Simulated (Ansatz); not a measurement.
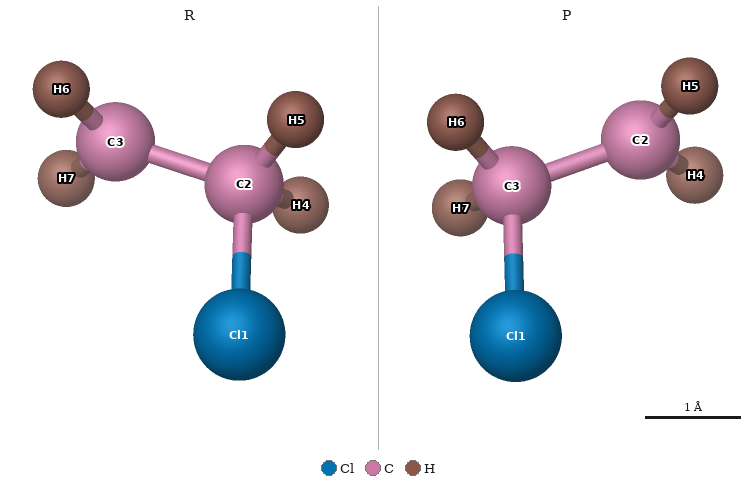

Reactant (R) and product (P) of one elementary step of C2H4Cl (multiplicity 2). Style: ball-and-stick. Shown at a tilt.

Stationary points at PBE0-D4/def2-TZVP, single-point energies with CCSD(T)/CBS, B3LYP-D4, BLYP-D4, CAM-B3LYP-D4 (def2-TZVPP where no basis is named; Ansatz 0.2.0). The energies are electronic, without zero-point or thermal terms, and both ends are the minima reached downhill from the saddle, with any fragments still in contact. CCSD(T)/CBS stands for a frozen-core estimate: MP2 correlation extrapolated from def2-TZVPP and def2-QZVPP, CCSD(T) minus MP2 from the smaller set.

Question: Predict the saddle point between them and the barrier.

Answer: From R over the saddle to P, a bond forms: Cl1–C3 (2.71 → 2.54 → 1.83 Å). A bond breaks: Cl1–C2 (1.83 → 2.54 → 2.71 Å). The saddle has one imaginary mode, 184i cm⁻¹. With CCSD(T)/CBS the barrier is 11.2 kcal/mol from R and 11.2 kcal/mol from P, and P lies 0.0 kcal/mol above R.

```
       level  barrier from R (kcal/mol)  barrier from P (kcal/mol)  P less R (kcal/mol)
 CCSD(T)/CBS                       11.2                       11.2                  0.0
    B3LYP-D4                        6.5                        6.5                  0.0
     BLYP-D4                        3.0                        3.0                  0.0
CAM-B3LYP-D4                        9.7                        9.7                  0.0
```

Against CCSD(T)/CBS, CAM-B3LYP-D4 comes closest on the barrier from R (−1.5 kcal/mol) and BLYP-D4 misses most (−8.2 kcal/mol).

The saddle point in the same view, with dashed sticks for the bonds that form or break:

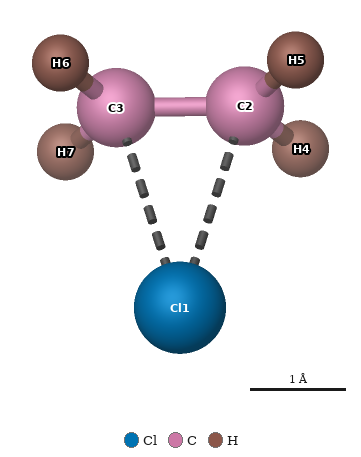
